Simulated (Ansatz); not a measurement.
Ligand exchange: BH(CH3)Cl + C2H7NZn → BH(CH3)(NH2) + C2H5ClZn

Species: BH(CH3)Cl, singlet; C2H7NZn `C[CH2][Zn][NH2]`, singlet; BH(CH3)(NH2), singlet; C2H5ClZn `C[CH2][Zn][Cl]`, singlet. The partners trade Cl for NH2: B–Cl and Zn–NH2 bonds give way to B–NH2 and Zn–Cl.

Shapes, held fixed at every level: PBE0-D4/def2-TZVP. Programs: Ansatz 0.2.0. The zero-point and thermal change to 298 K, harmonic and unscaled (PBE0-D4/def2-TZVP), is +7.8 kJ/mol.

| level | kind | ΔH(298 K) (kJ/mol) | CPU time (sum over the molecules) |
| --- | --- | --- | --- |
| SPW92/def2-TZVPP | LDA | -157.4 | 14 s |
| PBE-D4/def2-TZVPP | GGA | -155.2 | 27 s |
| r2SCAN-D4/def2-TZVPP | meta-GGA | -160.4 | 52 s |
| PBE0-D4/def2-TZVPP | global hybrid | -164.0 | 31 s |
| r2SCAN0-D4/def2-TZVPP | global hybrid | -167.3 | 51 s |
| wB97X-V/def2-TZVPP | range-separated hybrid | -161.4 | 84 s |
| wB97M-V/def2-TZVPP | range-separated hybrid | -163.2 | 2 min |

wB97M-V/def2-TZVPP gives ΔH(298 K) = -163.2 kJ/mol; the levels span -167.3 to -155.2. The median of the levels is -161.4. No measured value is set beside it here. Relativity is left out for Zn. Times are processor times on shared x86 and Arm servers, and rough.

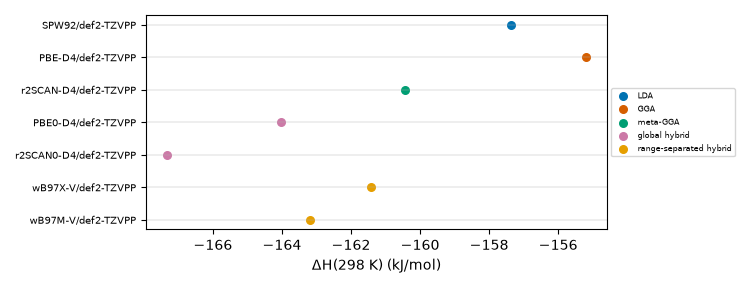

The values of the table, level by level.
